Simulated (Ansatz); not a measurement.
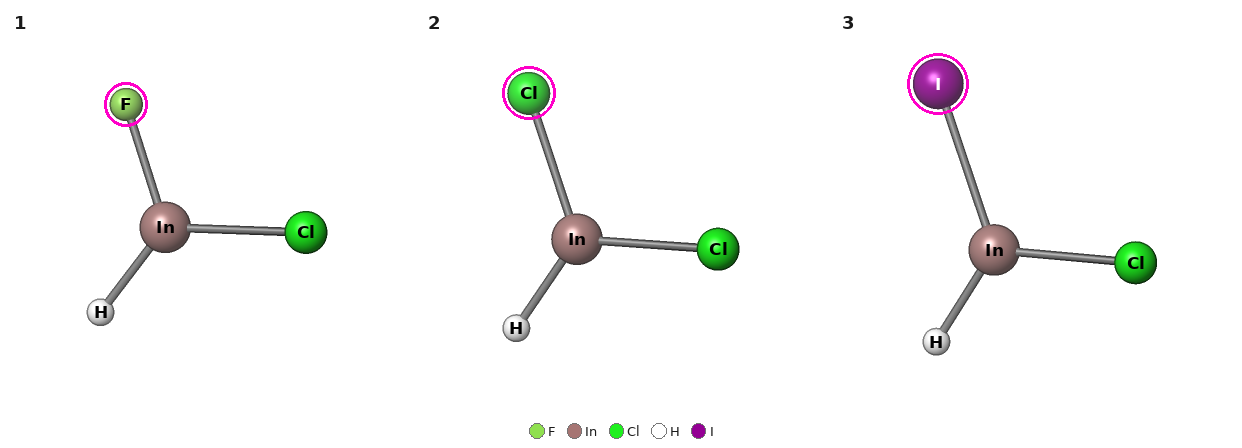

3 molecules with one skeleton, seen from the same side and at one scale; the atom that differs is circled. Each species is neutral and a spin singlet. Computed geometries: PBE0-D4/def2-TZVP optimisations, one conformation each. Properties computed with Ansatz 0.2.0. Elements past Kr carry core potentials.

One atom differs, called X below: F in panel 1, Cl in panel 2, I in panel 3. Their formulas are ClFHIn (`[F][InH][Cl]`), Cl2HIn (`[Cl][InH][Cl]`), ClHIIn (`[Cl][InH][I]`).

**Rank them by the HOMO–LUMO gap, lowest first (r2SCAN-D4/def2-TZVPP).**

3 (I), 2 (Cl), 1 (F).

**Rank them by the HOMO energy (Kohn–Sham orbital), lowest first (r2SCAN-D4/def2-TZVPP).**

1 (F), 2 (Cl), 3 (I).

Give the values. With PBE0-D4/def2-TZVP: length of X–In (Å), angle X–In–H (°), harmonic zero-point energy (kJ/mol). With r2SCAN-D4/def2-TZVPP: dipole moment (D), HOMO energy (Kohn–Sham orbital) (eV), HOMO–LUMO gap (eV).

```json
{"quantity": "length of X–In (Å)", "1 (F)": "1.939", "2 (Cl)": "2.312", "3 (I)": "2.638"}
{"quantity": "angle X–In–H (°)", "1 (F)": "121.8", "2 (Cl)": "124.1", "3 (I)": "125.9"}
{"quantity": "dipole moment (D)", "1 (F)": "2.97", "2 (Cl)": "2.54", "3 (I)": "2.11"}
{"quantity": "HOMO energy (Kohn–Sham orbital) (eV)", "1 (F)": "−8.01", "2 (Cl)": "−7.90", "3 (I)": "−7.01"}
{"quantity": "HOMO–LUMO gap (eV)", "1 (F)": "5.58", "2 (Cl)": "5.48", "3 (I)": "4.45"}
{"quantity": "harmonic zero-point energy (kJ/mol)", "1 (F)": "23.0", "2 (Cl)": "21.5", "3 (I)": "20.1"}
```
